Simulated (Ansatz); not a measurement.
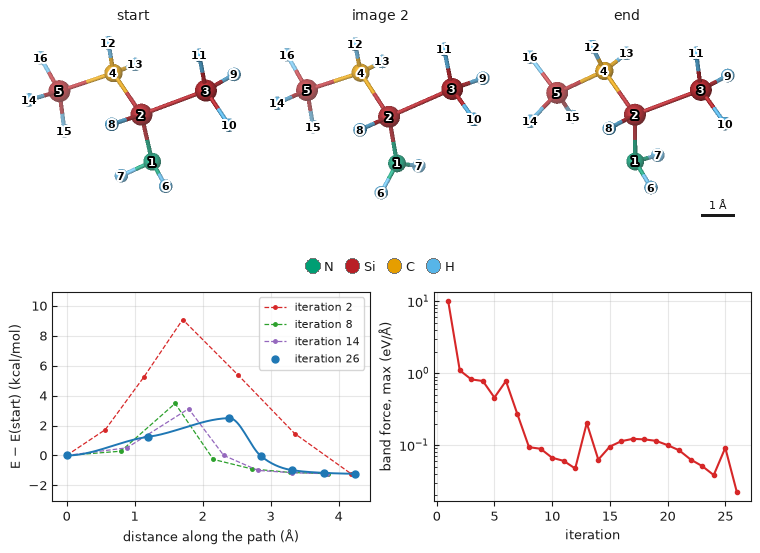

A search for the minimum-energy path of CH11NSi3 by the nudged elastic band. Images are numbered from 0 (start) to 6 (end). The plot follows the band through its iterations. A ball-and-stick model, seen at a tilt.

Computed with RKS BLYP-D4/STO-3G in Ansatz. Settings: 5 movable images; climbing image; force threshold 0.05 eV/Å; iteration limit 60; starting path through a guess of the saddle point.

Q: Judge this run.

A: The result is final at these settings. The band converged in 26 iterations. The largest component of the band force went from 10 to 0.022 eV/Å. The climbing image converged on the top of the path. Its vibrational analysis gives one imaginary mode (370i cm⁻¹), as a transition state must have. The first iteration put the highest image at 34.31 kcal/mol. The energy climbs by 2.49 kcal/mol to image 2 and then falls by 3.71 kcal/mol, so the end point sits at −1.22 kcal/mol.

Limits of the set-up: STO-3G is a minimal basis, so the numbers are rough.
